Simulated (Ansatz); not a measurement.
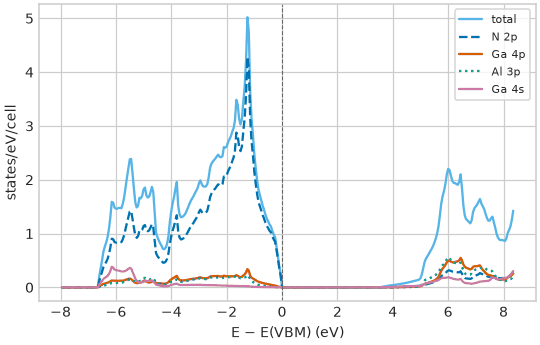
Figure. Total and projected density of states of AlGaN2 in space group P3m1 (No. 156; Al on 1a, Ga on 1c, N on 1c, N on 1a), r²SCAN (plane waves, PAW; program Ansatz)

### Question
Which orbitals carry the states next to the gap?

### Answer
Top 1 eV of the valence band: N 2p 89 %, Ga 4p 5 %. Bottom 1 eV of the conduction band: N 2s 39 %, Ga 4s 26 %, N 2p 12 %, Al 3s 10 %, Ga 4p 6 %. Projections are on Löwdin-orthogonalised atomic valence shells; empty p or d shells of many metals are not among them.

### Question
Where is the tallest occupied peak in this window, and what makes it?

### Answer
Near -1.2 eV, about 5.0 states/eV per cell; the largest projected share is N 2p.

The first step of the workflow began from a Materials Project structure, measured or hypothetical; the Crystallography Open Database copy checked does not list it. With Al and Ga taken as one species the cell has the higher symmetry P6_3mc, so it may be an ordered model of a mixed-site phase. Its standing as an ambient phase is unchecked. The r²SCAN relaxation kept the symmetry of its start; whether a distortion lowers the energy is not shown. Spin–orbit coupling is left out wherever it is not named.

Potentials: the later of the program's two PAW sets.
